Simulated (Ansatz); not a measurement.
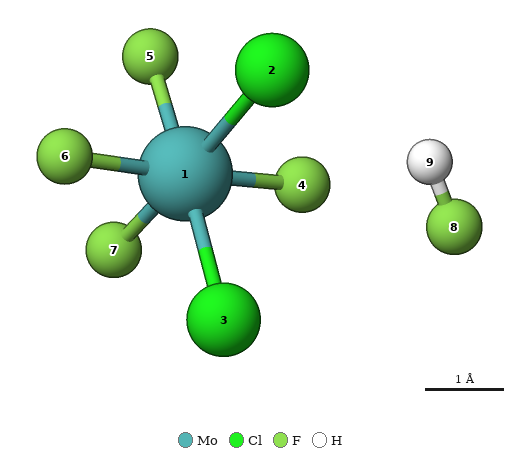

**Figure 1.** The input geometry (ball-and-stick view, seen at a tilt; atoms are numbered from 1 in the order of the input). Sticks mark near contacts. Bond lengths as drawn: Cl–Mo 2.27 to 2.32 Å, F–H 0.94 Å and F–Mo 1.84 to 1.86 Å.

# Run report: MoHCl$_{2}$F$_{5}$, nudged elastic band (part 1 of 2)

MoHCl$_{2}$F$_{5}$, computed with RKS PBE-D4/def2-SVP (Ansatz 0.2.0).

It belongs to a series of runs on one base structure; here: band between the two ends. Figures and captions count atoms from 1; the log counts them from 0 in places.

Output:
```
Engine: ansatz 0.2.0, aarch64-unknown-linux-gnu
Functional definition: PBE
  parameter kappa = 0.804
  parameter beta = 0.06672455060314922
  exchange = pbe_x(kappa = kappa, mu = beta*pi^2/3)
  correlation = pbe_c(beta = beta)
1491 factors; their error is unknown
mean field evaluation 1: about -40455.6392 eV, gradient 8.2e1 eV
mean field evaluation 2: about -40049.6229 eV, gradient 3.5e2 eV
mean field evaluation 4: about -40464.0424 eV, gradient 4.0e1 eV
mean field evaluation 8: about -40467.5474 eV, gradient 2.0e0 eV
mean field evaluation 16: about -40467.4793 eV, gradient 4.5e-2 eV
mean field -40467.47925774 eV, -1487.1524328793 hartree, gradient 4.4e-5 eV, S^2 0.000000; 0 other end points of the search recorded, 0 dependent functions left out
the calculation of the forces begins
reference -40467.47933166 eV, -1487.1524355957 hartree; 47, 47 occupied and 95, 95 virtual orbitals, 1491 factors
1491 factors; their error is unknown
mean field evaluation 32: about -40467.8740 eV, gradient 8.2e0 eV
mean field evaluation 64: about -40450.9482 eV, gradient 4.2e1 eV
mean field -40467.94470067 eV, -1487.1695375916 hartree, gradient 5.9e-5 eV, S^2 0.000000; 0 other end points of the search recorded, 0 dependent functions left out
[... from here on the field's lines of each further geometry are left out, up to the last ...]
NEB iter   1: max|band force component| = 1.400e1 eV/Å  barrier→ = 9.1548 eV  barrier← = 9.5843 eV  Δτ_max = 0.2000 Å  (914 SCF iters)
NEB iter   2: max|band force component| = 5.664e0 eV/Å  barrier→ = 3.9989 eV  barrier← = 4.4284 eV  Δτ_max = 0.1945 Å  (394 SCF iters)
NEB iter   3: max|band force component| = 3.245e0 eV/Å  barrier→ = 2.1663 eV  barrier← = 2.5958 eV  Δτ_max = 0.1968 Å  (387 SCF iters)
NEB iter   4: max|band force component| = 1.800e0 eV/Å  barrier→ = 1.1819 eV  barrier← = 1.6114 eV  Δτ_max = 0.1566 Å  (365 SCF iters)
NEB iter   5: max|band force component| = 9.811e-1 eV/Å  barrier→ = 0.8345 eV  barrier← = 1.2640 eV  Δτ_max = 0.1223 Å  (348 SCF iters)
NEB iter   6: max|band force component| = 4.128e-1 eV/Å  barrier→ = 0.7706 eV  barrier← = 1.2002 eV  CI = image 5  Δτ_max = 0.1994 Å  (333 SCF iters)
NEB iter   7: max|band force component| = 5.204e-1 eV/Å  barrier→ = 0.7568 eV  barrier← = 1.1863 eV  CI = image 5  Δτ_max = 0.1014 Å  (341 SCF iters)
NEB iter   8: max|band force component| = 4.371e-1 eV/Å  barrier→ = 0.7131 eV  barrier← = 1.1427 eV  CI = image 5  Δτ_max = 0.1016 Å  (344 SCF iters)
NEB iter   9: max|band force component| = 5.438e-1 eV/Å  barrier→ = 0.6374 eV  barrier← = 1.0669 eV  CI = image 5  Δτ_max = 0.0498 Å  (343 SCF iters)
NEB iter  10: max|band force component| = 3.053e-1 eV/Å  barrier→ = 0.5972 eV  barrier← = 1.0267 eV  CI = image 5  Δτ_max = 0.1002 Å  (308 SCF iters)
NEB iter  11: max|band force component| = 2.336e-1 eV/Å  barrier→ = 0.5152 eV  barrier← = 0.9448 eV  CI = image 5  Δτ_max = 0.2000 Å  (327 SCF iters)
NEB iter  12: max|band force component| = 2.048e-1 eV/Å  barrier→ = 0.3896 eV  barrier← = 0.8192 eV  CI = image 5  Δτ_max = 0.1983 Å  (342 SCF iters)
NEB iter  13: max|band force component| = 2.274e-1 eV/Å  barrier→ = 0.3707 eV  barrier← = 0.8002 eV  CI = image 5  Δτ_max = 0.0996 Å  (330 SCF iters)
NEB iter  14: max|band force component| = 4.135e-1 eV/Å  barrier→ = 0.3567 eV  barrier← = 0.7862 eV  CI = image 5  Δτ_max = 0.0499 Å  (319 SCF iters)
NEB iter  15: max|band force component| = 2.260e-1 eV/Å  barrier→ = 0.3549 eV  barrier← = 0.7844 eV  CI = image 5  Δτ_max = 0.0500 Å  (308 SCF iters)
NEB iter  16: max|band force component| = 1.436e-1 eV/Å  barrier→ = 0.3534 eV  barrier← = 0.7829 eV  CI = image 5  Δτ_max = 0.0500 Å  (302 SCF iters)
NEB iter  17: max|band force component| = 1.316e-1 eV/Å  barrier→ = 0.3534 eV  barrier← = 0.7829 eV  CI = image 5  Δτ_max = 0.0498 Å  (302 SCF iters)
NEB iter  18: max|band force component| = 6.596e-2 eV/Å  barrier→ = 0.3531 eV  barrier← = 0.7826 eV  CI = image 5  Δτ_max = 0.1018 Å  (301 SCF iters)
NEB iter  19: max|band force component| = 1.104e-1 eV/Å  barrier→ = 0.3519 eV  barrier← = 0.7814 eV  CI = image 5  Δτ_max = 0.0498 Å  (305 SCF iters)
NEB iter  20: max|band force component| = 7.791e-2 eV/Å  barrier→ = 0.3501 eV  barrier← = 0.7797 eV  CI = image 5  Δτ_max = 0.0500 Å  (297 SCF iters)
NEB iter  21: max|band force component| = 4.823e-2 eV/Å  barrier→ = 0.3480 eV  barrier← = 0.7775 eV  CI = image 5  Δτ_max = 0.0454 Å  (300 SCF iters)
NEB iter  22: max|band force component| = 1.253e-1 eV/Å  barrier→ = 0.3454 eV  barrier← = 0.7749 eV  CI = image 5  Δτ_max = 0.0503 Å  (34 SCF iters)
NEB iter  23: max|band force component| = 1.122e-1 eV/Å  barrier→ = 0.3431 eV  barrier← = 0.7726 eV  CI = image 5  Δτ_max = 0.0500 Å  (308 SCF iters)
NEB iter  24: max|band force component| = 5.419e-2 eV/Å  barrier→ = 0.3408 eV  barrier← = 0.7703 eV  CI = image 5  Δτ_max = 0.0987 Å  (303 SCF iters)
NEB iter  25: max|band force component| = 1.522e-1 eV/Å  barrier→ = 0.3398 eV  barrier← = 0.7693 eV  CI = image 5  Δτ_max = 0.0345 Å  (317 SCF iters)
NEB iter  26: max|band force component| = 7.356e-2 eV/Å  barrier→ = 0.3396 eV  barrier← = 0.7691 eV  CI = image 5  Δτ_max = 0.0503 Å  (297 SCF iters)
NEB iter  27: max|band force component| = 1.229e-1 eV/Å  barrier→ = 0.3397 eV  barrier← = 0.7692 eV  CI = image 5  Δτ_max = 0.0249 Å  (294 SCF iters)
the calculation of the forces begins
reference -40467.94633337 eV, -1487.1695975920 hartree; 47, 47 occupied and 95, 95 virtual orbitals, 1491 factors
1491 factors; their error is unknown
mean field evaluation 2304: about -40467.2032 eV, gradient 1.1e-1 eV
mean field -40467.12396424 eV, -1487.1393760840 hartree, gradient 2.6e-5 eV, S^2 0.000000; 1 other end points of the search recorded, 0 dependent functions left out
the calculation of the forces begins
reference -40467.12403884 eV, -1487.1393788254 hartree; 47, 47 occupied and 95, 95 virtual orbitals, 1491 factors
NEB iter  28: max|band force component| = 3.601e-2 eV/Å  barrier→ = 0.3399 eV  barrier← = 0.7694 eV  CI = image 5  Δτ_max = 0.0000 Å  (770 SCF iters)
```

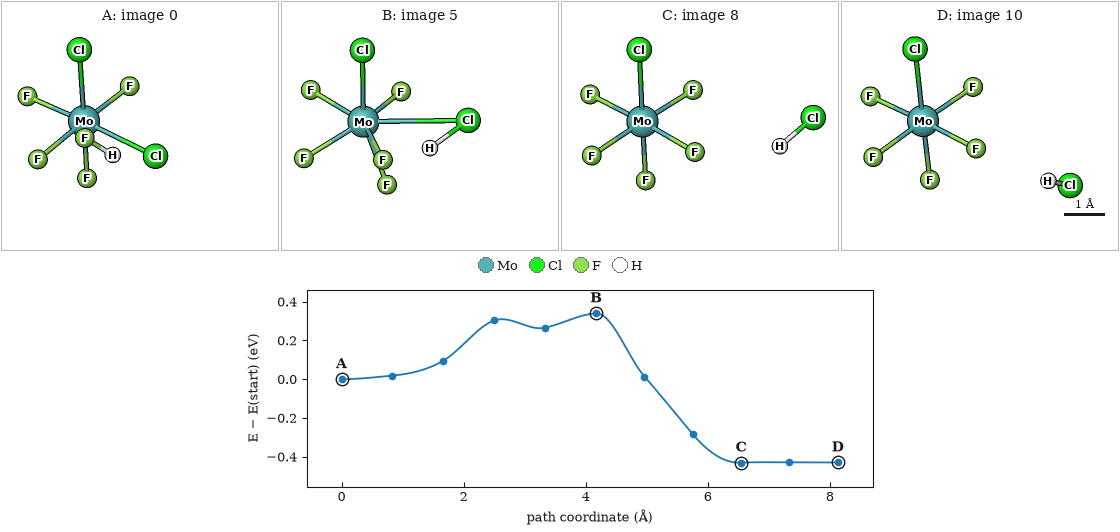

**Figure 2.** Images of the last band (counted from 0; ball-and-stick, seen at a tilt) above the energy along the path; the line is a cubic interpolation that uses the forces. The highest image is number 5, 0.340 eV above the start and 0.769 eV above the end (the climbing image); the end lies 0.430 eV below the start. A further maximum stands at image 3, 0.303 eV from the start, so the path isn't one elementary step. The path is 8.13 Å long. The band converged in 28 iterations.

```
Total energy: -40467.43407511 eV, -1487.1507724484 hartree
Atom 0 at     0.156654     0.179210    -0.115849 Å, force     0.004866    -0.004917     0.000525 eV/Å
Atom 1 at     0.626979    -0.510054     2.521898 Å, force    -0.005093    -0.006710     0.000933 eV/Å
Atom 2 at     2.401177    -0.156478    -0.199834 Å, force     0.000869    -0.000631    -0.000556 eV/Å
Atom 3 at    -0.046729     1.771518    -1.032943 Å, force    -0.001420     0.000038     0.000668 eV/Å
Atom 4 at    -1.478189     0.548824     0.651408 Å, force    -0.000066     0.001518     0.001116 eV/Å
Atom 5 at    -0.354412    -1.590214     0.068618 Å, force     0.001875    -0.000800    -0.000811 eV/Å
Atom 6 at     0.046048    -0.386658    -1.876418 Å, force    -0.002634     0.000659    -0.000286 eV/Å
Atom 7 at     0.750199     1.705173     1.197215 Å, force     0.000747    -0.009247     0.017366 eV/Å
Atom 8 at     0.807972     0.907182     2.138206 Å, force     0.000856     0.020091    -0.018955 eV/Å
Dipole moment:     0.230682    -0.009207     0.094866 e Å
this run last wrote the band of iteration 28 to [file]; this run last wrote the band within `neb.f_tol` of iteration 21 to [file]
```

The last band as extended XYZ (Å, eV, eV/Å):
```
9
Properties=species:S:1:pos:R:3:forces:R:3 image=0 energy=-40467.77386
Mo   -0.1136   -0.2152   -0.1301   -0.0005   0.0100   0.0033
Cl   -0.0004   -0.1057    2.1862    0.0020   0.0000  -0.0010
Cl    2.1500   -0.3045   -0.3388   -0.0012   0.0024   0.0016
F    -0.1263    1.6251   -0.2368    0.0000  -0.0087  -0.0034
F    -1.9662   -0.1710   -0.0086    0.0000  -0.0009   0.0004
F    -0.2233   -2.0583   -0.0428    0.0011   0.0028   0.0000
F    -0.3057   -0.3041   -1.9692    0.0000  -0.0003   0.0001
F     2.0539    2.2230    1.6697   -0.0001  -0.0053   0.0004
H     1.4412    1.7792    2.2228   -0.0015  -0.0001  -0.0015
9
Properties=species:S:1:pos:R:3:forces:R:3 image=1 energy=-40467.75507
Mo   -0.0408   -0.2634   -0.1599   -0.0039  -0.0009  -0.0006
Cl    0.2687   -0.2408    2.1396   -0.0092   0.0051   0.0011
Cl    2.1819   -0.5944   -0.5451   -0.0019   0.0048   0.0032
F     0.1605    1.5617   -0.2761   -0.0112   0.0012   0.0085
F    -1.8532    0.0157    0.1278   -0.0083  -0.0128  -0.0089
F    -0.3557   -2.0834   -0.0916    0.0033  -0.0025  -0.0006
F    -0.3962   -0.3201   -1.9756    0.0050   0.0017  -0.0021
F     1.7224    2.5138    1.8293    0.0191  -0.0010  -0.0004
H     1.2222    1.8795    2.3039    0.0071   0.0044  -0.0002
9
Properties=species:S:1:pos:R:3:forces:R:3 image=2 energy=-40467.67823
Mo    0.0554   -0.2375   -0.1634   -0.0140  -0.0363  -0.0183
Cl    0.5018   -0.3725    2.1219    0.0152   0.0459  -0.0284
Cl    2.2474   -0.6726   -0.6227   -0.0225  -0.0598  -0.0493
F     0.4048    1.5383   -0.4793   -0.0004  -0.0081   0.1033
F    -1.6457    0.2991    0.3406   -0.0424  -0.0839  -0.0504
F    -0.3828   -2.0319   -0.0945   -0.0325  -0.0330  -0.0090
F    -0.5001   -0.3686   -1.9233    0.0269   0.0098  -0.0360
F     1.2133    2.5508    1.8515    0.0497   0.1024   0.0726
H     1.0156    1.7633    2.3216    0.0199   0.0630   0.0155
9
Properties=species:S:1:pos:R:3:forces:R:3 image=3 energy=-40467.47063
Mo    0.1114   -0.1067   -0.1082   -0.0002  -0.0116  -0.0095
Cl    0.4728   -0.5389    2.2052    0.0098   0.0019  -0.0232
Cl    2.3439   -0.4117   -0.4421   -0.0087  -0.0224  -0.0127
F     0.3746    1.5749   -0.8123    0.0001  -0.0070   0.0310
F    -1.5113    0.5348    0.4986   -0.0169  -0.0309  -0.0212
F    -0.2116   -1.9322   -0.0847   -0.0208  -0.0253  -0.0129
F    -0.5658   -0.4139   -1.8084    0.0034  -0.0055  -0.0147
F     0.9871    2.2166    1.6223    0.0242   0.0624   0.0324
H     0.9086    1.5456    2.2819    0.0092   0.0383   0.0308
9
Properties=species:S:1:pos:R:3:forces:R:3 image=4 energy=-40467.50779
Mo    0.1651    0.0757   -0.0627    0.0181  -0.0331  -0.0074
Cl    0.4927   -0.5643    2.3748   -0.0092  -0.0141  -0.0156
Cl    2.4104   -0.1901   -0.2998   -0.0046   0.0079  -0.0121
F     0.3089    1.6735   -0.9947    0.0237  -0.0035   0.0178
F    -1.4721    0.6200    0.5818   -0.0040  -0.0172  -0.0173
F    -0.0923   -1.7624    0.0272   -0.0125  -0.0182  -0.0068
F    -0.4778   -0.3839   -1.7410   -0.0262  -0.0031   0.0018
F     0.7907    1.8085    1.3367    0.0065   0.0521   0.0132
H     0.7843    1.1914    2.1301    0.0082   0.0292   0.0264
9
Properties=species:S:1:pos:R:3:forces:R:3 image=5 energy=-40467.43400
Mo    0.1567    0.1792   -0.1158    0.0049  -0.0049   0.0005
Cl    0.6270   -0.5101    2.5219   -0.0051  -0.0067   0.0009
Cl    2.4012   -0.1565   -0.1998    0.0009  -0.0006  -0.0006
F    -0.0467    1.7715   -1.0329   -0.0014   0.0000   0.0007
F    -1.4782    0.5488    0.6514   -0.0001   0.0015   0.0011
F    -0.3544   -1.5902    0.0686    0.0019  -0.0008  -0.0008
F     0.0460   -0.3867   -1.8764   -0.0026   0.0007  -0.0003
F     0.7502    1.7052    1.1972    0.0007  -0.0092   0.0174
H     0.8080    0.9072    2.1382    0.0009   0.0201  -0.0190
```
